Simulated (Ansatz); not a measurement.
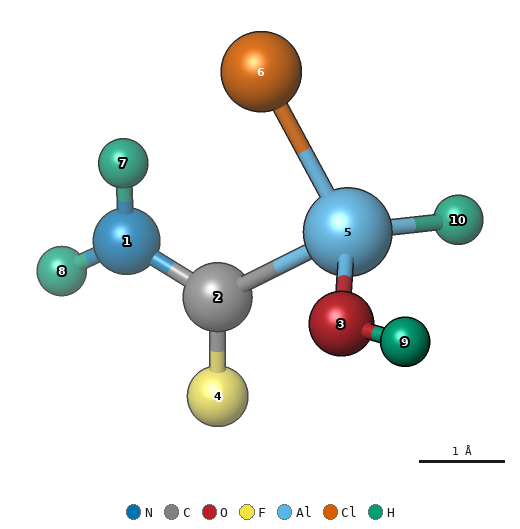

Fig. 1: The input geometry (ball-and-stick view, seen at a tilt; atoms are numbered from 1 in the order of the input). Sticks mark near contacts.

## Phonon calculation of CH₄AlClFNO

CH₄AlClFNO, computed with RKS PBE0-D4/def2-TZVP (Ansatz 0.2.0).

The geometry comes from this level: PBE0-D4/def2-TZVP. Figures and captions count atoms from 1; the log counts them from 0 in places.

## Output
```
Functional definition: PBE0
  name "PBE0"
  cite "Adamo & Barone, J. Chem. Phys. 110, 6158 (1999) doi:10.1063/1.478522"
  cite "Perdew, Burke & Ernzerhof, Phys. Rev. Lett. 77, 3865 (1996) doi:10.1103/PhysRevLett.77.3865"
  parent pbe
  parameter a = 0.25
  parameter kappa = 0.804
  parameter beta = 0.06672455060314922
  exchange = (1 - a)*pbe_x(kappa = kappa, mu = beta*pi^2/3) + a*exact_x
  correlation = pbe_c(beta = beta)
1365 factors; their error is unknown
mean field evaluation 1: about -26458.8941 eV, gradient 7.2e1 eV
mean field evaluation 2: about -26442.6189 eV, gradient 1.1e2 eV
mean field evaluation 4: about -26467.2971 eV, gradient 4.9e0 eV
mean field evaluation 8: about -26467.3369 eV, gradient 1.4e-1 eV
mean field evaluation 16: about -26467.4059 eV, gradient 3.2e-4 eV
mean field -26467.40594799 eV, -972.6592283364 hartree, gradient 3.2e-5 eV, S^2 0.000000; 0 other end points of the search recorded, 0 dependent functions left out
the calculation of the forces begins
reference -26467.40598108 eV, -972.6592295527 hartree; 32, 32 occupied and 190, 190 virtual orbitals, 1365 factors
these checks for a lower state are left out or cut short: stability, starts, cluster_reference, orbital_swaps, neighbouring_geometries, increment
1365 factors; their error is unknown
mean field -26467.40576947 eV, -972.6592217759 hartree, gradient 1.7e-6 eV, S^2 0.000000; 0 other end points of the search recorded, 0 dependent functions left out
[... from here on the field's lines of each further geometry are left out, up to the last ...]
the calculation of the forces begins
reference -26467.40593302 eV, -972.6592277865 hartree; 32, 32 occupied and 190, 190 virtual orbitals, 1365 factors
these checks for a lower state are left out or cut short: stability, starts, cluster_reference, orbital_swaps, neighbouring_geometries, increment
1365 factors; their error is unknown
mean field -26467.40592844 eV, -972.6592276181 hartree, gradient 1.7e-6 eV, S^2 0.000000; 0 other end points of the search recorded, 0 dependent functions left out
the calculation of the forces begins
reference -26467.40596154 eV, -972.6592288345 hartree; 32, 32 occupied and 190, 190 virtual orbitals, 1365 factors
Total energy: -26467.60201116 eV, -972.6664335252 hartree
Atom 0 at    -0.824481    -1.597241     0.240157 Å, force     0.000879     0.002219     0.000949 eV/Å
Atom 1 at     0.061598    -0.908530    -0.392881 Å, force    -0.003144    -0.000032    -0.003922 eV/Å
Atom 2 at     1.655477     1.349206     0.577847 Å, force     0.003502     0.001907     0.001234 eV/Å
Atom 3 at     0.870826    -1.651097    -1.105897 Å, force     0.001208    -0.000243     0.002435 eV/Å
Atom 4 at     0.154996     1.182425    -0.228627 Å, force    -0.001254    -0.001186     0.001116 eV/Å
Atom 5 at    -1.599103     1.288598     1.075403 Å, force     0.000803     0.000380    -0.001011 eV/Å
Atom 6 at    -1.474855    -1.053682     0.808008 Å, force     0.001131    -0.000973     0.000950 eV/Å
Atom 7 at    -0.879429    -2.607883     0.196174 Å, force    -0.000297     0.000020    -0.001292 eV/Å
Atom 8 at     2.212249     2.119041     0.488381 Å, force    -0.002520    -0.001960    -0.000559 eV/Å
Atom 9 at    -0.094179     1.827962    -1.655564 Å, force    -0.000308    -0.000132     0.000100 eV/Å
Dipole moment:    -0.117309    -1.045765    -0.064719 e Å
Vibrations: 58.52 91.52 133.35 167.02 186.12 253.47 324.10 431.05 437.84 574.82 601.36 628.38 677.92 760.67 830.09 838.99 1068.84 1363.57 1476.73 1673.52 1916.49 3424.07 3600.00 3976.90 cm⁻¹, zero-point energy 1.580511 eV
```

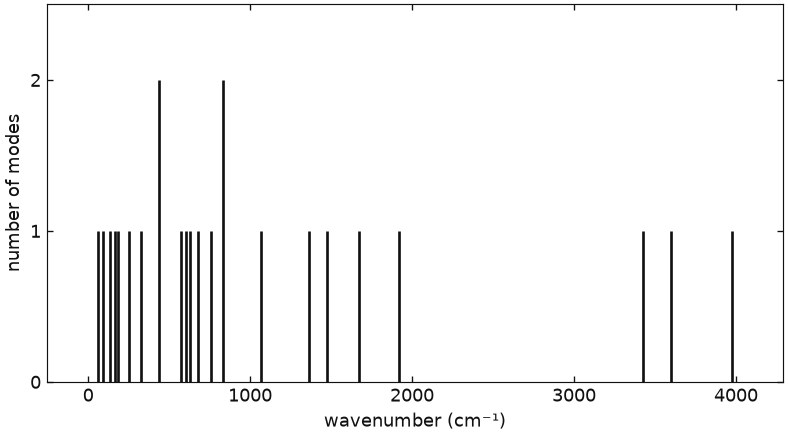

Fig. 2: Harmonic vibrational wavenumbers from the force constants; neighbouring modes closer than 18 cm⁻¹ are counted in one stick. 24 modes from 59 to 3977 cm⁻¹, none imaginary.

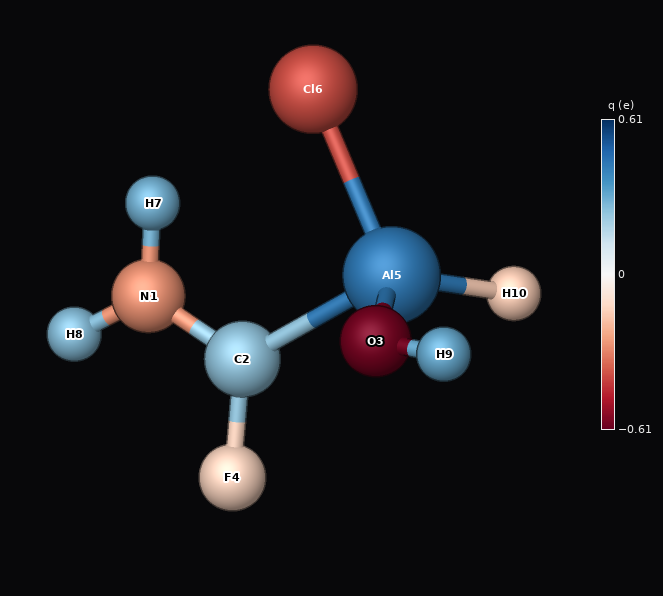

Fig. 3: Mulliken charges, as the colour of each atom (ball-and-stick view, seen at a tilt; atoms are numbered from 1 in the order of the input). By element: N −0.27, C +0.24, O −0.59, F −0.13, Al +0.43, Cl −0.40 and H −0.15 to +0.31 e.

This output came from the following input.

## Input
```yaml
crystal:
  periodic: [false, false, false]
  atoms:
    - {symbol: N, position_ang: [-0.824481, -1.597241, 0.240157]}
    - {symbol: C, position_ang: [0.061598, -0.908530, -0.392881]}
    - {symbol: O, position_ang: [1.655477, 1.349206, 0.577847]}
    - {symbol: F, position_ang: [0.870826, -1.651097, -1.105897]}
    - {symbol: Al, position_ang: [0.154996, 1.182425, -0.228627]}
    - {symbol: Cl, position_ang: [-1.599103, 1.288598, 1.075403]}
    - {symbol: H, position_ang: [-1.474855, -1.053682, 0.808008]}
    - {symbol: H, position_ang: [-0.879429, -2.607883, 0.196174]}
    - {symbol: H, position_ang: [2.212249, 2.119041, 0.488381]}
    - {symbol: H, position_ang: [-0.094179, 1.827962, -1.655564]}
basis:
  gaussian: {orbitals: def2-TZVP}
hamiltonian: {xc: pbe0, dispersion: d4}
phonons: {temperatures: {t_min: 298.15, t_max: 900, t_step: 200}}
```

Run as:
```bash
ansatz run in.yaml --threads 4 --pin off --events-out ev --progress --plain --max-ram 10444MiB
```

## Results in brief

```json
{"quantity": "outcome", "value": "converged"}
{"quantity": "total energy", "value": "−26467.6020 eV"}
{"quantity": "mean-field energy", "value": "−26467.4060 eV"}
{"quantity": "dispersion energy", "value": "−0.1960 eV"}
{"quantity": "largest force (length of the vector)", "value": "0.005 eV/Å"}
{"quantity": "dipole moment", "value": "5.06 D"}
{"quantity": "hardware", "value": "4 CPU threads, shared host"}
{"quantity": "wall time", "value": "3.3 min (CPU time 12 min)"}
{"quantity": "peak memory", "value": "0.69 GiB"}
```
